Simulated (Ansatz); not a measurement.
# AlAsH6N2 + H2: a complex and its separated parts, part 2 of 2

Ansatz 0.2.0, Gaussian basis. The steps go on from the part before.

### 13 CAM-B3LYP-D4/def2-TZVPP

The inputs:

parta/in.yaml

```yaml
crystal:
  periodic: [false, false, false]
  atoms:
    - {symbol: Al, position_ang: [0.302597, -0.006989, 0.691093]}
    - {symbol: N, position_ang: [0.872819, 1.532446, 1.350241]}
    - {symbol: N, position_ang: [-1.426451, -0.380459, 0.682547]}
    - {symbol: As, position_ang: [1.905536, -1.667938, -0.074485]}
    - {symbol: H, position_ang: [0.294101, 2.257249, 1.742002]}
    - {symbol: H, position_ang: [1.839120, 1.812930, 1.369550]}
    - {symbol: H, position_ang: [-1.816425, -1.230130, 0.310151]}
    - {symbol: H, position_ang: [-2.161075, 0.215801, 1.026754]}
    - {symbol: H, position_ang: [2.694219, -0.590248, -0.809645]}
    - {symbol: H, position_ang: [1.046976, -1.952709, -1.301530]}
basis:
  gaussian: {orbitals: def2-TZVPP}
hamiltonian: {xc: {name: CAM-B3LYP}, dispersion: d4}
```

partb/in.yaml

```yaml
crystal:
  periodic: [false, false, false]
  atoms:
    - {symbol: H, position_ang: [-1.753047, -0.004255, -2.121011]}
    - {symbol: H, position_ang: [-1.798370, 0.014302, -2.865567]}
basis:
  gaussian: {orbitals: def2-TZVPP}
hamiltonian: {xc: {name: CAM-B3LYP}, dispersion: d4}
```

The same command starts each run, in its folder.

On the command line:

```
ansatz run in.yaml --threads 8 --pin off --events-out ev --progress --plain --max-ram 19148MiB
```

Log of parta, shortened:

```text
Functional definition: CAM-B3LYP
  name "CAM-B3LYP"
  cite "Yanai, Tew & Handy, Chem. Phys. Lett. 393, 51 (2004) doi:10.1016/j.cplett.2004.06.011"
  cite "Iikura, Tsuneda, Yanai & Hirao, J. Chem. Phys. 115, 3540 (2001) doi:10.1063/1.1383587"
  cite "Becke, Phys. Rev. A 38, 3098 (1988) doi:10.1103/PhysRevA.38.3098"
  cite "Lee, Yang & Parr, Phys. Rev. B 37, 785 (1988) doi:10.1103/PhysRevB.37.785"
[...]
1361 factors; their error is unknown
345 factors; integrals over basis functions are off by at most 1.1e-5 eV
[...]
mean field -70522.47421174 eV, -2591.6531254316 hartree, gradient 5.7e-5 eV, S^2 0.000000; 0 other end points of the search recorded, 0 dependent functions left out
reference -70522.47434407 eV, -2591.6531302946 hartree; 33, 33 occupied and 203, 203 virtual orbitals, 1361 factors
Total energy: -70522.65385507 eV, -2591.6597272020 hartree
```

Log of partb, shortened:

```text
[... 6 set-up lines as earlier in the session ...]
[...]
  # Exact exchange under (alpha + beta erf(omega r))/r, Becke's under what is left of 1/r.
[...]
118 factors; their error is unknown
42 factors; integrals over basis functions are off by at most 6.3e-5 eV
[...]
mean field -31.88030413 eV, -1.1715795676 hartree, gradient 6.4e-5 eV, S^2 0.000000; 0 other end points of the search recorded, 0 dependent functions left out
reference -31.88037407 eV, -1.1715821378 hartree; 1, 1 occupied and 27, 27 virtual orbitals, 118 factors
Total energy: -31.88188747 eV, -1.1716377542 hartree
```

Wall times: 3.9 s (parta), 0.26 s (partb) on 8 threads of Intel Xeon at 2.50GHz, shared host.

### 14 wB97X-V/def2-TZVPP

Each input of step 13 (parta, partb) changes in the same lines:

```diff
-hamiltonian: {xc: {name: CAM-B3LYP}, dispersion: d4}
+hamiltonian: {xc: {name: wB97X-V}}
```

One command serves all of them, each in its own folder.

On the command line:

```
ansatz run in.yaml --threads 8 --pin off --events-out ev --progress --plain --max-ram 19148MiB
```

Output in parta, shortened:

```text
Functional definition: wB97X-V
  name "wB97X-V"
  cite "Mardirossian & Head-Gordon, Phys. Chem. Chem. Phys. 16, 9904 (2014) doi:10.1039/C3CP54374A"
[... 2 set-up lines as earlier in the session ...]
[...]
      + integral(e_c_pw_opposite_spin*poly(b97_u_opposite, cos0, cos1)) + vv10(b, c)
1361 factors; their error is unknown
309 factors; integrals over basis functions are off by at most 7.0e-6 eV
[...]
mean field -70512.60087143 eV, -2591.2902868677 hartree, gradient 4.8e-5 eV, S^2 0.000000; 0 other end points of the search recorded, 0 dependent functions left out
reference -70512.60086934 eV, -2591.2902867908 hartree; 33, 33 occupied and 203, 203 virtual orbitals, 1361 factors
Total energy: -70512.60086934 eV, -2591.2902867908 hartree
```

partb printed, shortened:

```text
[... 5 set-up lines as earlier in the session ...]
[...]
      + integral(e_c_pw_opposite_spin*poly(b97_u_opposite, cos0, cos1)) + vv10(b, c)
118 factors; their error is unknown
42 factors; integrals over basis functions are off by at most 3.0e-5 eV
[...]
mean field -31.90860064 eV, -1.1726194450 hartree, gradient 8.8e-5 eV, S^2 0.000000; 0 other end points of the search recorded, 0 dependent functions left out
reference -31.90859964 eV, -1.1726194082 hartree; 1, 1 occupied and 27, 27 virtual orbitals, 118 factors
Total energy: -31.90859964 eV, -1.1726194082 hartree
```

Wall times: 7 s (parta), 0.3 s (partb) on 8 threads of Intel Xeon at 2.50GHz, shared host.

### 15 wB97M-V/def2-TZVPP

Each input of step 14 (parta, partb) changes in the same lines:

```diff
-hamiltonian: {xc: {name: wB97X-V}}
+hamiltonian: {xc: {name: wB97M-V}}
```

One command serves all of them, each in its own folder.

On the command line:

```
ansatz run in.yaml --threads 8 --pin off --events-out ev --progress --plain --max-ram 19148MiB
```

Log of parta, shortened:

```text
Functional definition: wB97M-V
  name "wB97M-V"
  cite "Mardirossian & Head-Gordon, J. Chem. Phys. 144, 214110 (2016) doi:10.1063/1.4952647"
[... 2 set-up lines as earlier in the session ...]
  # Of w^i u^j: cxij and so on, Table III.
[...]
  gx(w, u) = 1 - cx + cx01*u + cx10*w
[...]
      + integral(e_c_pw_mod_opposite_spin*gos(b97_w_opposite, b97_u_opposite)) + vv10(b, c)
1340 factors; their error is unknown
309 factors; integrals over basis functions are off by at most 7.0e-6 eV
[...]
mean field -70515.06724890 eV, -2591.3809245678 hartree, gradient 7.9e-5 eV, S^2 0.000000; 0 other end points of the search recorded, 0 dependent functions left out
reference -70515.06729978 eV, -2591.3809264375 hartree; 33, 33 occupied and 203, 203 virtual orbitals, 1340 factors
Total energy: -70515.06729978 eV, -2591.3809264375 hartree
```

partb printed, shortened:

```text
[... 5 set-up lines as earlier in the session ...]
  # Of w^i u^j: cxij and so on, Table III.
[...]
  gx(w, u) = 1 - cx + cx01*u + cx10*w
[...]
      + integral(e_c_pw_mod_opposite_spin*gos(b97_w_opposite, b97_u_opposite)) + vv10(b, c)
118 factors; their error is unknown
42 factors; integrals over basis functions are off by at most 3.0e-5 eV
[...]
mean field -31.60111593 eV, -1.1613195905 hartree, gradient 7.3e-6 eV, S^2 0.000000; 0 other end points of the search recorded, 0 dependent functions left out
reference -31.60114019 eV, -1.1613204819 hartree; 1, 1 occupied and 27, 27 virtual orbitals, 118 factors
Total energy: -31.60114019 eV, -1.1613204819 hartree
```

Times: 7 s (parta), 0.31 s (partb) on 8 threads of Intel Xeon at 2.50GHz, shared host.

### 16 B2PLYP/def2-TZVPP

The same edit goes into each in.yaml of step 15 (parta, partb):

```diff
-hamiltonian: {xc: {name: wB97M-V}}
+hamiltonian: {xc: {name: B2PLYP}}
```

The same command starts each run, in its folder.

On the command line:

```
ansatz run in.yaml --threads 8 --pin off --events-out ev --progress --plain --max-ram 19148MiB
```

Log of parta, shortened:

```text
Functional definition: B2PLYP
  name "B2PLYP"
  cite "Grimme, J. Chem. Phys. 124, 034108 (2006) doi:10.1063/1.2148954"
[... 2 set-up lines as earlier in the session ...]
[...]
1413 factors; integrals over basis functions are off by at most 1.0e-3 eV
[...]
mean field -70497.65407516 eV, -2590.7410022361 hartree, gradient 5.5e-6 eV, S^2 0.000000; 0 other end points of the search recorded, 0 dependent functions left out
16 core orbitals not correlated: weight in the atoms' cores, before any rotation towards them, 1.000 or more for the frozen orbitals, at most 0.000 for the correlated occupied ones
reference -70497.65424842 eV, -2590.7410086030 hartree; 17, 17 occupied and 203, 203 virtual orbitals, 1413 factors
second order -25.81524790 eV of doubles, -0.00000000 eV of singles
Total energy: -70504.62436535 eV, -2590.9971556758 hartree
```

partb printed, shortened:

```text
[... 5 set-up lines as earlier in the session ...]
[...]
145 factors; integrals over basis functions are off by at most 7.3e-4 eV
[...]
mean field -31.55849329 eV, -1.1597532373 hartree, gradient 1.1e-6 eV, S^2 0.000000; 0 other end points of the search recorded, 0 dependent functions left out
reference -31.55858271 eV, -1.1597565233 hartree; 1, 1 occupied and 27, 27 virtual orbitals, 145 factors
second order -1.02366334 eV of doubles, -0.00000000 eV of singles
Total energy: -31.83497181 eV, -1.1699136354 hartree
```

They took 6 s (parta), 0.25 s (partb) on 8 threads of Intel Xeon at 2.50GHz, shared host.

### 17 PBE-QIDH/def2-TZVPP

Each input of step 16 (parta, partb) changes in the same lines:

```diff
-hamiltonian: {xc: {name: B2PLYP}}
+hamiltonian: {xc: {name: PBE-QIDH}}
```

The same command starts each run, in its folder.

On the command line:

```
ansatz run in.yaml --threads 8 --pin off --events-out ev --progress --plain --max-ram 19148MiB
```

Output in parta, shortened:

```text
Functional definition: PBE-QIDH
  name "PBE-QIDH"
  cite "Brémond, Sancho-García, Pérez-Jiménez & Adamo, J. Chem. Phys. 141, 031101 (2014) doi:10.1063/1.4890314"
[... 1 set-up line as earlier in the session ...]
[...]
1413 factors; integrals over basis functions are off by at most 1.0e-3 eV
[...]
mean field -70486.74508172 eV, -2590.3401041214 hartree, gradient 8.5e-6 eV, S^2 0.000000; 0 other end points of the search recorded, 0 dependent functions left out
16 core orbitals not correlated: weight in the atoms' cores, before any rotation towards them, 1.000 or more for the frozen orbitals, at most 0.000 for the correlated occupied ones
reference -70486.74509515 eV, -2590.3401046149 hartree; 17, 17 occupied and 203, 203 virtual orbitals, 1413 factors
second order -23.96513399 eV of doubles, -0.00000000 eV of singles
Total energy: -70494.73347315 eV, -2590.6336720916 hartree
```

Output in partb, shortened:

```text
[... 4 set-up lines as earlier in the session ...]
[...]
145 factors; integrals over basis functions are off by at most 7.3e-4 eV
[...]
mean field -31.52725288 eV, -1.1586051736 hartree, gradient 1.4e-6 eV, S^2 0.000000; 0 other end points of the search recorded, 0 dependent functions left out
reference -31.52725930 eV, -1.1586054094 hartree; 1, 1 occupied and 27, 27 virtual orbitals, 145 factors
second order -0.95920498 eV of doubles, -0.00000000 eV of singles
Total energy: -31.84699429 eV, -1.1703554537 hartree
```

They took 7 s (parta), 0.2 s (partb) on 8 threads of Intel Xeon at 2.50GHz, shared host.

### 18 RPA on PBE/def2-TZVPP

The same edit goes into each in.yaml of step 17 (parta, partb):

```diff
-hamiltonian: {xc: {name: PBE-QIDH}}
+hamiltonian: {xc: pbe}
+correlation: {method: rpa}
```

The same command starts each run, in its folder.

On the command line:

```
ansatz run in.yaml --threads 8 --pin off --events-out ev --progress --plain --max-ram 19148MiB
```

Log of parta, shortened:

```text
[... 4 set-up lines as earlier in the session ...]
[...]
1413 factors; integrals over basis functions are off by at most 1.0e-3 eV
[...]
mean field -70503.59324495 eV, -2590.9592627000 hartree, gradient 3.9e-6 eV, S^2 0.000000; 1 other end points of the search recorded, 0 dependent functions left out
16 core orbitals not correlated: weight in the atoms' cores, before any rotation towards them, 1.000 or more for the frozen orbitals, at most 0.000 for the correlated occupied ones
reference -70439.73078035 eV, -2588.6123604135 hartree; 17, 17 occupied and 203, 203 virtual orbitals, 1413 factors
Total energy: -70473.99999810 eV, -2589.8717309372 hartree
```

Log of partb, shortened:

```text
[... 4 set-up lines as earlier in the session ...]
[...]
145 factors; integrals over basis functions are off by at most 7.3e-4 eV
[...]
mean field -31.73221637 eV, -1.1661374427 hartree, gradient 1.4e-6 eV, S^2 0.000000; 0 other end points of the search recorded, 0 dependent functions left out
reference -30.80640287 eV, -1.1321144241 hartree; 1, 1 occupied and 27, 27 virtual orbitals, 145 factors
Total energy: -32.86230502 eV, -1.2076674345 hartree
```

Times: 7 s (parta), 0.2 s (partb) on 8 threads of Intel Xeon at 2.50GHz, shared host.

### 19 CCSD(T)/def2-TZVPP

The same edit goes into each in.yaml of step 18 (parta, partb):

```diff
-hamiltonian: {xc: pbe}
-correlation: {method: rpa}
+correlation: {method: ccsd_t}
```

The same command starts each run, in its folder.

On the command line:

```
ansatz run in.yaml --threads 8 --pin off --events-out ev --progress --plain --max-ram 19148MiB
```

parta printed, shortened:

```text
Functional definition: HF
  name "HF"
  cite "Fock, Z. Phys. 61, 126 (1930) doi:10.1007/BF01340294"
[... 1 set-up line as earlier in the session ...]
[...]
1413 factors; integrals over basis functions are off by at most 1.0e-3 eV
[...]
mean field -70441.20318618 eV, -2588.6664703298 hartree, gradient 1.7e-6 eV, S^2 0.000000; 0 other end points of the search recorded, 0 dependent functions left out
16 core orbitals not correlated: weight in the atoms' cores, before any rotation towards them, 1.000 or more for the frozen orbitals, at most 0.000 for the correlated occupied ones
reference -70441.20318618 eV, -2588.6664703298 hartree; 17, 17 occupied and 203, 203 virtual orbitals, 1413 factors
second order -21.34861294 eV of doubles, -0.00000000 eV of singles
cycle   1  -21.56279259 eV  change   -2.1e-1 eV  update   9.5e-2
[...]
cycle   9  -22.17366083 eV  change   -5.3e-6 eV  update   1.9e-5
perturbative correction -0.83576041 eV, -0.0307136286 hartree
Total energy: -70464.21260742 eV, -2589.5120509639 hartree
```

partb printed, shortened:

```text
[... 4 set-up lines as earlier in the session ...]
[...]
145 factors; integrals over basis functions are off by at most 7.3e-4 eV
[...]
mean field -30.82770669 eV, -1.1328973251 hartree, gradient 4.2e-7 eV, S^2 0.000000; 0 other end points of the search recorded, 0 dependent functions left out
reference -30.82770669 eV, -1.1328973251 hartree; 1, 1 occupied and 27, 27 virtual orbitals, 145 factors
second order -0.86257446 eV of doubles, -0.00000000 eV of singles
cycle   1  -1.00722948 eV  change   -1.4e-1 eV  update   2.6e-2
[...]
cycle   7  -1.07307762 eV  change    8.6e-7 eV  update   4.2e-7
perturbative correction 0.00000000 eV, 0.0000000000 hartree
Total energy: -31.90078431 eV, -1.1723322003 hartree
```

Wall times: 83 s (parta), 0.25 s (partb) on 8 threads of Intel Xeon at 2.50GHz, shared host; peak memory 4.2 GiB.

### 20 Vibrations of AlAsH6N2

vib-parta/in.yaml reads:

```yaml
crystal:
  periodic: [false, false, false]
  atoms:
    - {symbol: Al, position_ang: [0.302597, -0.006989, 0.691093]}
    - {symbol: N, position_ang: [0.872819, 1.532446, 1.350241]}
    - {symbol: N, position_ang: [-1.426451, -0.380459, 0.682547]}
    - {symbol: As, position_ang: [1.905536, -1.667938, -0.074485]}
    - {symbol: H, position_ang: [0.294101, 2.257249, 1.742002]}
    - {symbol: H, position_ang: [1.839120, 1.812930, 1.369550]}
    - {symbol: H, position_ang: [-1.816425, -1.230130, 0.310151]}
    - {symbol: H, position_ang: [-2.161075, 0.215801, 1.026754]}
    - {symbol: H, position_ang: [2.694219, -0.590248, -0.809645]}
    - {symbol: H, position_ang: [1.046976, -1.952709, -1.301530]}
basis:
  gaussian: {orbitals: def2-TZVP}
hamiltonian: {xc: pbe0, dispersion: d4}
phonons: {temperatures: {t_min: 298.15, t_max: 900, t_step: 200}}
```

On the command line:

```
ansatz run in.yaml --threads 8 --pin off --events-out ev --progress --plain --max-ram 19148MiB
```

Standard output, shortened:

```text
[... 5 set-up lines as earlier in the session ...]
[...]
1276 factors; their error is unknown
[...]
mean field -70506.12157930 eV, -2591.0521772735 hartree, gradient 3.6e-5 eV, S^2 0.000000; 0 other end points of the search recorded, 0 dependent functions left out
[...]
Atom 8 at     2.694219    -0.590248    -0.809645 Å, force    -0.002053    -0.002781     0.001143 eV/Å
Atom 9 at     1.046976    -1.952709    -1.301530 Å, force     0.002229     0.000601     0.002027 eV/Å
Dipole moment:    -0.247823     0.273947     0.070115 e Å
Vibrations: 52.10 118.15 170.13 197.33 236.12 321.45 332.93 354.42 367.10 500.02 530.45 620.95 679.69 781.56 879.57 980.43 1562.01 1571.96 2196.33 2207.51 3612.09 3612.65 3702.69 3703.30 cm⁻¹, zero-point energy 1.815806 eV
```

Run time: 2.6 min. Hardware: 8 threads of Intel Xeon at 2.50GHz, shared host.

Wavenumbers and character of the modes:

```
mode  wavenumber (cm⁻¹)                       character
   1                 52                         torsion
   2                118                            bend
   3                170                            bend
   4                197                         torsion
   5                236                         torsion
   6                321                   Al–As stretch
   7                333  torsion with out-of-plane bend
   8                354                         torsion
   9                367                         torsion
  10                500                            bend
  11                530                            bend
  12                621                            bend
  13                680                            bend
  14                782          Al–N stretch with bend
  15                880                    Al–N stretch
  16                980          bend with wag or twist
  17               1562                            bend
  18               1572                            bend
  19               2196                    As–H stretch
  20               2208                    As–H stretch
  21               3612                     N–H stretch
  22               3613                     N–H stretch
  23               3703                     N–H stretch
  24               3703                     N–H stretch
```

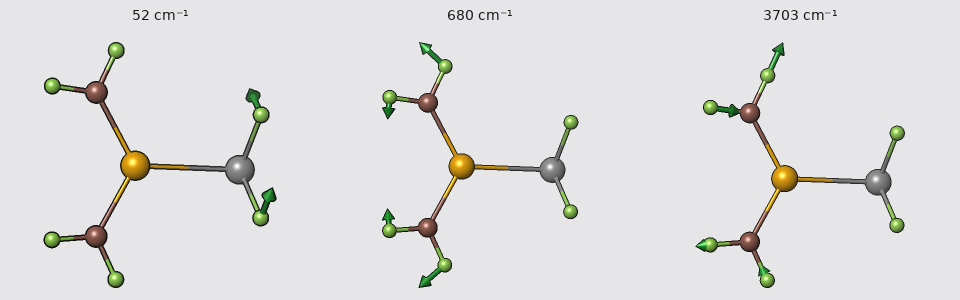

Displacements of 3 modes, as arrows.

Vibrational sums (real modes only):

```
T (K)  entropy (J/mol/K)  heat capacity (J/mol/K)
  298               90.2                     91.2
  498              144.0                    117.8
  698              186.5                    133.8
  898              221.7                    145.7
```

### 21 Vibrations of H2

vib-partb/in.yaml reads:

```yaml
crystal:
  periodic: [false, false, false]
  atoms:
    - {symbol: H, position_ang: [-1.753047, -0.004255, -2.121011]}
    - {symbol: H, position_ang: [-1.798370, 0.014302, -2.865567]}
basis:
  gaussian: {orbitals: def2-TZVP}
hamiltonian: {xc: pbe0, dispersion: d4}
phonons: {temperatures: {t_min: 298.15, t_max: 900, t_step: 200}}
```

On the command line:

```
ansatz run in.yaml --threads 8 --pin off --events-out ev --progress --plain --max-ram 19148MiB
```

Standard output, shortened:

```text
[... 5 set-up lines as earlier in the session ...]
[...]
88 factors; their error is unknown
[...]
mean field -31.78865270 eV, -1.1682114396 hartree, gradient 1.8e-5 eV, S^2 0.000000; 0 other end points of the search recorded, 0 dependent functions left out
[...]
reference -31.78856027 eV, -1.1682080428 hartree; 1, 1 occupied and 11, 11 virtual orbitals, 88 factors
Total energy: -31.79027512 eV, -1.1682710624 hartree
Atom 0 at    -1.753047    -0.004255    -2.121011 Å, force    -0.000106     0.000043    -0.001740 eV/Å
Atom 1 at    -1.798370     0.014302    -2.865567 Å, force     0.000106    -0.000043     0.001740 eV/Å
Dipole moment:    -0.000000     0.000000     0.000000 e Å
Vibrations: 4414.39 cm⁻¹, zero-point energy 0.273658 eV
```

It took 0.61 s on 8 threads of Intel Xeon at 2.50GHz, shared host.

The modes, with what each moves most:

```csv
mode,wavenumber (cm⁻¹),character
1,4414,H–H stretch
```

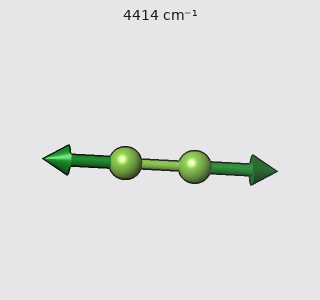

How the atoms move in 1 of the modes.

Vibrational sums (real modes only):

```
T (K)  entropy (J/mol/K)  heat capacity (J/mol/K)
  298                0.0                      0.0
  498                0.0                      0.0
  698                0.0                      0.1
  898                0.1                      0.4
```

### 22 Complex less separated parts

The complex's own energies come from single points at the same levels.

Rows are in def2-TZVPP; times add the 3 runs of a level on a shared host, so small differences are noise.

Differences are taken before rounding.

```csv
method,rung,complex less parts (kJ/mol),from CCSD(T) (kJ/mol),time
SPW92,LDA,-7.48,-4.97,3.9 s
PBE-D4,GGA,-5.10,-2.59,5.4 s
BLYP-D4,GGA,-3.32,-0.80,5.2 s
r2SCAN-D4,meta-GGA,-2.80,-0.28,8.3 s
B97M-V,meta-GGA,-3.99,-1.48,15 s
PBE0-D4,hybrid,-4.23,-1.72,8.1 s
B3LYP-D4,hybrid,-3.41,-0.90,7.7 s
r2SCAN0-D4,hybrid,-2.96,-0.45,12 s
BHLYP-D4,hybrid,-3.29,-0.78,7.3 s
CAM-B3LYP-D4,range-separated hybrid,-3.56,-1.05,8.9 s
wB97X-V,range-separated hybrid,-3.26,-0.75,15 s
wB97M-V,range-separated hybrid,-3.25,-0.74,16 s
B2PLYP,double hybrid,-1.29,+1.22,13 s
PBE-QIDH,double hybrid,-2.17,+0.34,15 s
RPA on PBE,RPA,-1.30,+1.21,17 s
Hartree-Fock,wavefunction,1.29,+3.80,
MP2,wavefunction,-2.46,+0.05,
CCSD,wavefunction,-1.95,+0.56,
CCSD(T),wavefunction,-2.51,0,3.9 min
```

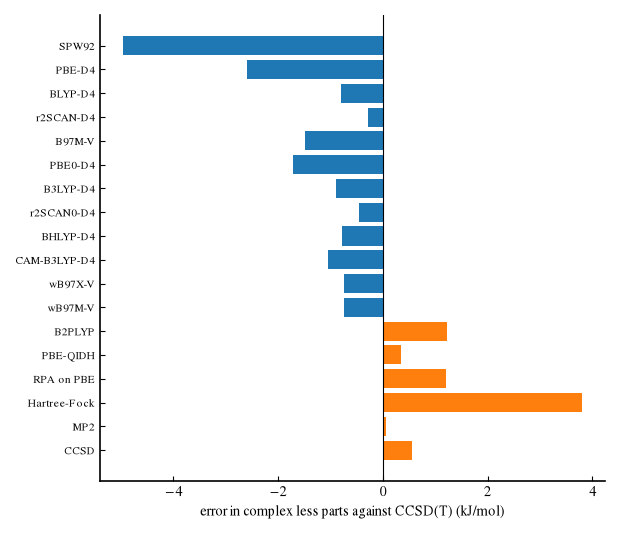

Deviations from CCSD(T), method by method.

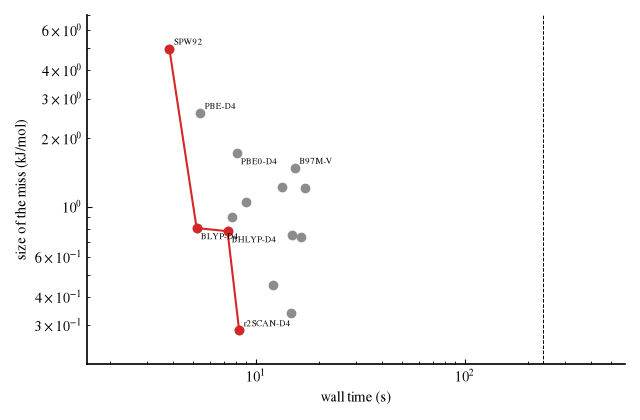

Miss against cost. Red marks the levels that no quicker level drawn beats (of those quicker than the yardstick), and the dashed line is the time of CCSD(T). Only those levels and the largest misses are named. Times are from a shared host.

r2SCAN-D4 reaches 0.28 kJ/mol from the reference in 8.3 s, where CCSD(T) took 3.9 min; the quickest level in the cost chart, SPW92, takes 3.9 s and misses by 4.97 kJ/mol.

The complex's zero-point energy, from a separate PBE0-D4 run, is 2.140 eV.

### 23 Summary of results

This closing draws on all 2 parts.

| quantity | value |
| --- | --- |
| complex less parts, CCSD(T)/def2-TZVPP | -2.51 kJ/mol |
| with zero-point energy | +2.34 kJ/mol |
| largest T1 diagnostic | 0.011 |

What this shows: At CCSD(T) the complex lies 2.51 kJ/mol below its parts. The functionals run from r2SCAN-D4, off by -0.28 kJ/mol, to SPW92, off by -4.97 kJ/mol, against CCSD(T). Mean unsigned error by rung: LDA 4.97, GGA 1.70, meta-GGA 0.88, hybrid 0.96, range-separated hybrid 0.85, double hybrid 0.78 kJ/mol. The double hybrids carry no dispersion term here, unlike the levels marked D4 or V. PBE-D4 gives a relative energy 2.59 kJ/mol too low, an error of 103 % of the reference. No counterpoise was applied, and triple zeta lacks some correlation, so the CCSD(T) reference has a basis error of its own, and close matches with it are partly luck.
